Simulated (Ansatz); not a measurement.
**doublet [C2H4F2]+ at 6 levels**

Wanted: a comparison of 6 runs (UB3LYP/6-31G*, U-wB97X/6-311+G**, UB2PLYP/6-311+G**, UB3LYP/6-311+G**, UPBE-QIDH/6-311+G**, UPBE/6-311+G**) of doublet [C2H4F2]+. 

Program for the calculation: Ansatz 0.2.0.

55 further runs of the same task are left out: 55 set aside as unsound or not needed.

### Step 1. The molecule

The species is [C2H4F2]+ (8 atoms), meant as a doublet with charge +1. SMILES of the parent species: `CC(F)F`. The coordinates come from a PBE0-D4/def2-TZVP relaxation. That shape belongs to the parent species and isn't relaxed for this state.

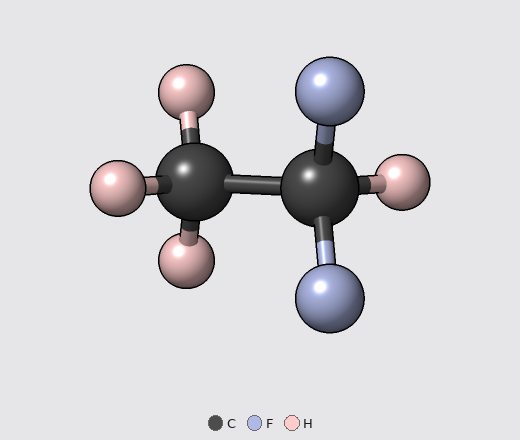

Viewed from a chosen angle; carbon dark grey, fluorine light blue, hydrogen pink.

### Step 2. A single-point energy at UB3LYP/6-31G(d) (spherical functions) (run 1)

The input, run.yaml:

```yaml
crystal:
  periodic: [false, false, false]
  atoms:
    - {symbol: C, position_ang: [0.003300, 0.777600, 0.023300]}
    - {symbol: C, position_ang: [-0.052000, -0.718200, -0.008200]}
    - {symbol: F, position_ang: [0.925500, -1.243400, 0.779100]}
    - {symbol: F, position_ang: [0.168200, -1.172100, -1.271900]}
    - {symbol: H, position_ang: [0.981400, 1.111900, -0.325400]}
    - {symbol: H, position_ang: [-0.157200, 1.132800, 1.041800]}
    - {symbol: H, position_ang: [-0.771000, 1.190600, -0.624000]}
    - {symbol: H, position_ang: [-1.006100, -1.136400, 0.329500]}
basis:
  gaussian: {orbitals: 6-31G_st_-spherical.json}
total_charge: 1
magnetization: {spin_polarized: true, initial_magnetization: 1}
hamiltonian: {xc: {name: B3LYP}}
accuracy: high
output: {orbitals: {seedname: orbitals}}
```

The basis set 6-31G* is read from a file made from the Basis Set Exchange's data (not shown).

Launch:

```sh
$ ansatz run run.yaml --threads 1 --pin off --max-ram 3480MiB --events-out events.jsonl --progress --plain --runs-dir runs
```

What it wrote:

```text
Warning: RAYON_NUM_THREADS=1 ignored (pool sized by the plan → 1); use --threads N
Functional definition: B3LYP
  name "B3LYP"
  parameter a0 = 0.2
  parameter ax = 0.72
  parameter ac = 0.81
  exchange = (1 - a0 - ax)*slater_x + ax*b88_x + a0*exact_x
  correlation = (1 - ac)*vwn_rpa_c + ac*lyp_c
1528 factors; integrals over basis functions are off by at most 3.1e-9 eV
mean field evaluation 1: about -7553.7778 eV, gradient 4.4e1 eV
mean field evaluation 2: about -7549.3894 eV, gradient 5.9e1 eV
mean field evaluation 4: about -7560.6753 eV, gradient 2.8e0 eV
mean field evaluation 8: about -7560.8920 eV, gradient 2.8e-1 eV
mean field evaluation 16: about -7560.8940 eV, gradient 2.7e-3 eV
mean field evaluation 32: about -7560.7783 eV, gradient 1.5e0 eV
mean field -7560.89403680 eV, -277.8577308945 hartree, gradient 9.0e-8 eV, S^2 0.752507; 4 other end points of the search recorded, 0 dependent functions left out
reference -7560.89406328 eV, -277.8577318674 hartree; 17, 16 occupied and 47, 48 virtual orbitals, 1528 factors
Total energy: -7560.89406328 eV, -277.8577318674 hartree
```

It took 11 s on 1 thread of Arm Neoverse V1, shared host; peak memory 0.26 GiB.

### Step 3. A single-point energy at U-wB97X/6-311+G(d,p) (run 2)

The input, input.yaml:

```yaml
crystal:
  periodic: [false, false, false]
  atoms:
    - symbol: C
      position_ang: [0.003300, 0.777600, 0.023300]
    - symbol: C
      position_ang: [-0.052000, -0.718200, -0.008200]
    - symbol: F
      position_ang: [0.925500, -1.243400, 0.779100]
    - symbol: F
      position_ang: [0.168200, -1.172100, -1.271900]
    - symbol: H
      position_ang: [0.981400, 1.111900, -0.325400]
    - symbol: H
      position_ang: [-0.157200, 1.132800, 1.041800]
    - symbol: H
      position_ang: [-0.771000, 1.190600, -0.624000]
    - symbol: H
      position_ang: [-1.006100, -1.136400, 0.329500]
basis:
  gaussian: {orbitals: 6-311+G_st__st_.json}
total_charge: 1
magnetization: {spin_polarized: true, initial_magnetization: 1}
hamiltonian: {xc: {name: wB97X}}
accuracy: high
output: {orbitals: {seedname: orbitals}}
```

The basis set 6-311+G** is read from a file made from the Basis Set Exchange's data (not shown).

Launch:

```sh
$ ansatz run input.yaml --threads 1 --pin off --max-ram 3480MiB --events-out events.jsonl --progress --plain --runs-dir runs
```

What it wrote (excerpt; [...] marks lines left out):

```text
Warning: RAYON_NUM_THREADS=1 ignored (pool sized by the plan → 1); use --threads N
Functional definition: wB97X
  name "wB97X"
[...]
      + exact_x_lr(omega)
[...]
      + integral(e_c_pw_opposite_spin*poly(b97_u_opposite, 1, cos1, cos2, cos3, cos4))
2216 factors; integrals over basis functions are off by at most 3.7e-9 eV
375 factors; integrals over basis functions are off by at most 2.4e-9 eV
[...]
mean field -7561.27636922 eV, -277.8717813515 hartree, gradient 8.9e-8 eV, S^2 0.753372; 4 other end points of the search recorded, 0 dependent functions left out
reference -7561.27636335 eV, -277.8717811359 hartree; 17, 16 occupied and 95, 96 virtual orbitals, 2216 factors
Total energy: -7561.27636335 eV, -277.8717811359 hartree
```

It took 73 s on 1 thread of Arm Neoverse V1, shared host; peak memory 0.87 GiB.

Runs 3 to 5 aren't shown in full; the table further down has their settings and results.

### Step 4. A single-point energy at UPBE/6-311+G(d,p) (run 6)

The input, molecule.yaml:

```yaml
crystal:
  periodic: [false, false, false]
  atoms:
    - {symbol: C, position_ang: [0.003300, 0.777600, 0.023300]}
    - {symbol: C, position_ang: [-0.052000, -0.718200, -0.008200]}
    - {symbol: F, position_ang: [0.925500, -1.243400, 0.779100]}
    - {symbol: F, position_ang: [0.168200, -1.172100, -1.271900]}
    - {symbol: H, position_ang: [0.981400, 1.111900, -0.325400]}
    - {symbol: H, position_ang: [-0.157200, 1.132800, 1.041800]}
    - {symbol: H, position_ang: [-0.771000, 1.190600, -0.624000]}
    - {symbol: H, position_ang: [-1.006100, -1.136400, 0.329500]}
basis:
  gaussian:
    orbitals: 6-311+G_st__st_.json
total_charge: 1
magnetization:
  spin_polarized: true
  initial_magnetization: 1
hamiltonian:
  xc: {name: PBE}
accuracy: high
output: {orbitals: {seedname: orbitals}}
```

The basis set 6-311+G** is read from a file made from the Basis Set Exchange's data (not shown).

Launch:

```sh
$ ansatz run molecule.yaml --threads 1 --pin off --max-ram 3480MiB --events-out events.jsonl --progress --plain --runs-dir runs
```

What it wrote:

```text
Warning: RAYON_NUM_THREADS=1 ignored (pool sized by the plan → 1); use --threads N
Functional definition: PBE
  name "PBE"
  parameter kappa = 0.804
  parameter beta = 0.06672455060314922
  exchange = pbe_x(kappa = kappa, mu = beta*pi^2/3)
  correlation = pbe_c(beta = beta)
2216 factors; integrals over basis functions are off by at most 3.7e-9 eV
mean field evaluation 1: about -7544.3867 eV, gradient 5.5e1 eV
mean field evaluation 2: about -7535.6213 eV, gradient 6.7e1 eV
mean field evaluation 4: about -7555.5981 eV, gradient 4.7e0 eV
mean field evaluation 8: about -7555.6861 eV, gradient 2.1e-1 eV
mean field evaluation 16: about -7555.6780 eV, gradient 2.5e-5 eV
mean field evaluation 32: about -7554.7597 eV, gradient 3.2e0 eV
mean field -7555.67801435 eV, -277.6660456049 hartree, gradient 7.5e-8 eV, S^2 0.751265; 3 other end points of the search recorded, 0 dependent functions left out
reference -7555.67802098 eV, -277.6660458483 hartree; 17, 16 occupied and 95, 96 virtual orbitals, 2216 factors
Total energy: -7555.67802098 eV, -277.6660458483 hartree
```

Run time: 15 s. Hardware: 1 thread of Arm Neoverse V1, shared host; peak memory 0.38 GiB.

### Step 5. All runs side by side

| run | level | frozen core orbitals | energy (Eh) | HOMO energy (eV) | LUMO energy (eV) | ⟨S²⟩ | wall time |
| --- | --- | --- | --- | --- | --- | --- | --- |
| 1 | UB3LYP/6-31G* (spherical functions) | – | -277.857732 | -17.84 | -15.01 | 0.753 | 11 s |
| 2 | U-wB97X/6-311+G** | – | -277.871781 | -20.81 | -12.90 | 0.753 | 73 s |
| 3 | UB2PLYP/6-311+G** | 4 | -277.718241 | -19.85 | -13.89 | 0.757 | 25 s |
| 4 | UB3LYP/6-311+G** | – | -277.946272 | -18.06 | -15.30 | 0.753 | 19 s |
| 5 | UPBE-QIDH/6-311+G** | 4 | -277.557174 | -20.98 | -13.34 | 0.760 | 28 s |
| 6 | UPBE/6-311+G** | – | -277.666046 | -16.60 | -15.70 | 0.751 | 15 s |

### Step 6. What came out

```
                                 quantity          value
                      run 6: total energy  -277.66605 Eh
run 6: HOMO energy (highest over α and β)      -16.60 eV
 run 6: LUMO energy (lowest over α and β)      -15.70 eV
                              run 6: ⟨S²⟩          0.751
```

In words: Totals of different functionals can't be ranked against each other. All runs together took 2.8 min, the longest 73 s.
